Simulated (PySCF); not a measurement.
GaH2(CCH) (C2H3Ga).

Computed with PySCF, ωB97X/6-311G**, geometry: GFN2-xTB. No frequency check shows the geometry to be a minimum. GFN2-xTB bond lengths at metals and heavier atoms can be off by up to 0.1 Å and shapes distorted, which carries into these values. Without diffuse functions Rydberg states are missing, so the states' numbers hold for this basis only.

The calculation's input:

```python
import numpy as np
from pyscf import gto, scf, dft, tdscf
from pyscf.scf import atom_ks, atom_hf
from scipy.linalg import block_diag

def solve(mol, dm0=None, hcore=None):
    mf = (dft.UKS if mol.spin else dft.RKS)(mol, xc='wb97x')
    mf.grids.level = 3
    mf = mf.density_fit(auxbasis='def2-universal-jkfit')
    mf.conv_tol, mf.max_cycle = 1e-8, 80
    if hcore is not None:
        mf.get_hcore = lambda *args: hcore
    mf.kernel(dm0)
    if not mf.converged:
        mf = mf.newton().run(mf.mo_coeff, mf.mo_occ, max_cycle=30)
    assert mf.converged, 'SCF not converged'
    return mf

mol = gto.M(atom='''
Ga    -0.72554    -0.00013     0.00000
H     -1.50174    -1.35737     0.00000
H     -1.50182     1.35725     0.00000
C      1.22857     0.00151     0.00000
C      2.43828    -0.00055     0.00000
H      3.49416    -0.00173     0.00000
''', basis='6-311g**', charge=0, spin=0, verbose=4)
mf = solve(mol)
td = mf.TDA()
td.nstates, td.singlet, td.conv_tol = 6, True, 1e-5
td.kernel()
td.analyze()
x, y = np.array([p[0] for p in td.xy]), np.array([p[1] + 0 * p[0] for p in td.xy])
f, mu = td.oscillator_strength(), td.transition_dipole()
nto = [td.get_nto(state=i + 1, verbose=4) for i in range(len(td.e))]
# spherically averaged free atoms, for the promolecule
atm = atom_ks.get_atm_nrks(mol, xc='wb97x')
pro = block_diag(*[(atm[a[0]][2] * atm[a[0]][3]) @ atm[a[0]][2].T for a in mol._atom])
np.savez('result.npz', e=td.e, f=f, ok=td.converged, w=[n[0] for n in nto], nto=[n[1] for n in nto], x=x, y=y, c=mf.mo_coeff, occ=mf.mo_occ, eps=mf.mo_energy, pro=pro, mu=mu)
```

Command:

```sh
OMP_NUM_THREADS=1 python input.py
```

The run took 2.3 min on 1 thread of Arm Neoverse V1 (shared host), peak memory 0.52 GiB.

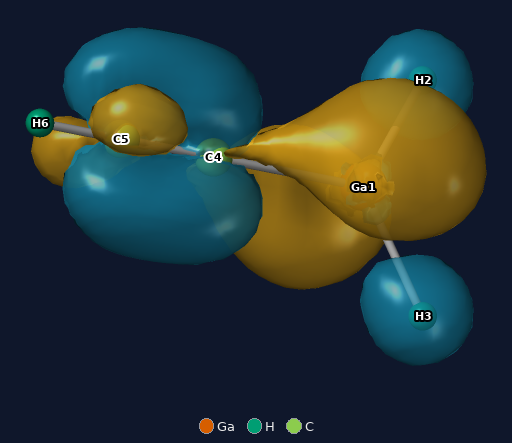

Unrelaxed difference density of S₁ less the ground state (TDA singlet states), ±0.03 e/Å³; yellow: gain, teal: loss.

Q: How does the charge move on excitation?

A: 0.79 e is displaced in all, of which about 0.5 e passes between atoms: C5 (0.18 e) and C4 (0.16 e) lose electrons and Ga1 (0.46 e) gains them. The state: 4.81 eV (258 nm), f = 0.000 (dark); the leading pair carries 97 %; hole on C5 (35 %), C4 (30 %) and Ga1 (13 %), electron on Ga1 (59 %), C5 (17 %) and C4 (14 %); their centroids lie 0.8 Å apart.
